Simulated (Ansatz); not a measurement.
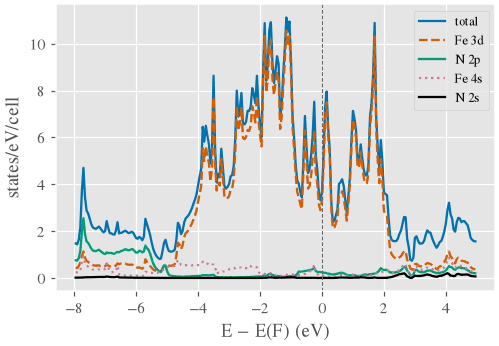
Figure. Total and projected density of states of Fe4N in space group Pm-3m (No. 221; Fe on 3c, Fe on 1a, N on 1b), PBE in the plane-wave PAW code Ansatz

Problem. Which orbitals carry the states next to the Fermi level?

Solution. Within 0.5 eV of the Fermi level: Fe 3d 89 %, N 2p 5 %. Projections are on Löwdin-orthogonalised atomic valence shells; empty p or d shells of many metals are not among them.

Problem. Where is the tallest occupied peak in this window, and what makes it?

Solution. Near -1.1 eV, about 11 states/eV per cell; the largest projected share is Fe 3d.

The first step of the workflow began from a Materials Project structure, measured or hypothetical; the Crystallography Open Database copy checked does not list it. COD files the formula under space group No. 215, so this cell is another polymorph or a model. Its standing as an ambient phase is unchecked. Symmetry was held in the PBE relaxation; its stability against distortions is not shown here. The final state is ferromagnetic, chosen from 5 collinear starts compared on coarse meshes (ties went to the first, and starts can fall back to one state), not a proven ground state. No Hubbard U is applied.

Potentials: the later of the program's two PAW sets.
